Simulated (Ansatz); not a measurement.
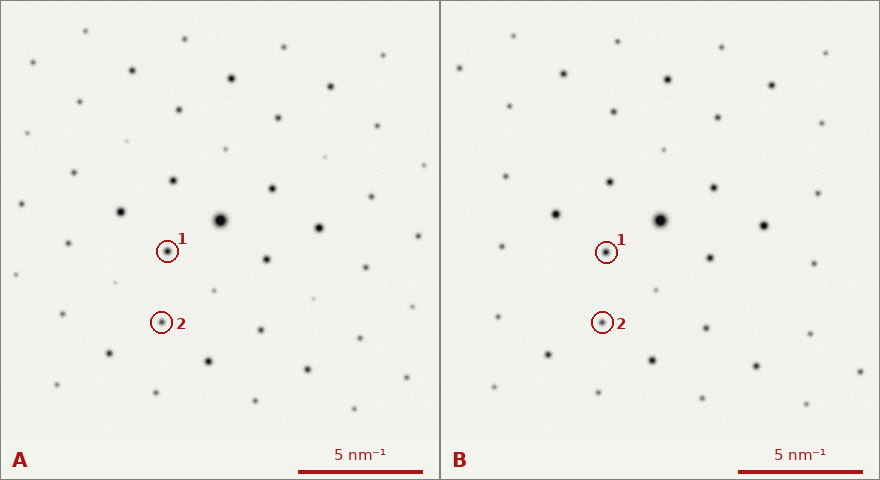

Kinematic electron diffraction patterns (300 kV, B = 0.5 Å², same scale) along [111] of the run's own cell, for the start and the end of one relaxation of Sc2I with DFT PBE, scalar-relativistic, plane waves, PAW (Ansatz). k mesh 8×8×6. The start is a generated model structure, and the relaxation ends in the nearest stationary point of its symmetry, not necessarily the ground state. Spot 1 is 0 -1 1 and spot 2 is 1 -2 1 in both.

Start structure:

```yaml
crystal:
  lattice:
    - [4.93752, 0.00000, 0.00000]
    - [0.00000, 4.93752, 0.00000]
    - [0.00000, 0.00000, 7.10813]
  atoms:
    - { symbol: Sc, position: [0.00000, 0.50000, 0.20300] }
    - { symbol: Sc, position: [0.00000, 0.50000, 0.70300] }
    - { symbol: Sc, position: [0.50000, 0.00000, 0.29700] }
    - { symbol: Sc, position: [0.50000, 0.00000, 0.79700] }
    - { symbol: I, position: [0.00000, 0.00000, 0.00000] }
    - { symbol: I, position: [0.50000, 0.50000, 0.50000] }
```

Q: Which pattern belongs to the start structure, and which to the relaxed one?

A: A is the start: its cell gives d(1) = 4.055 Å, d(2) = 2.109 Å and an angle of 29.5°. B is the relaxed structure, with d(1) = 3.942 Å (-2.8 %), d(2) = 2.106 Å (-0.1 %) and 29.7°.

Q: What did the relaxation do to the structure and the energy?

A: The volume changed by -7.7 % to 26.67 Å³ an atom; with the mean shift removed, the atoms moved by up to 0.30 Å relative to the cell (Sc most); the space group went from P4_2/nmc (No. 137) to I4/mmm (No. 139); the free energy fell by 74 meV an atom. Relaxed cell: a = 4.983 Å, b = 4.983 Å, c = 6.442 Å, α = 90.00°, β = 90.00°, γ = 90.00°.
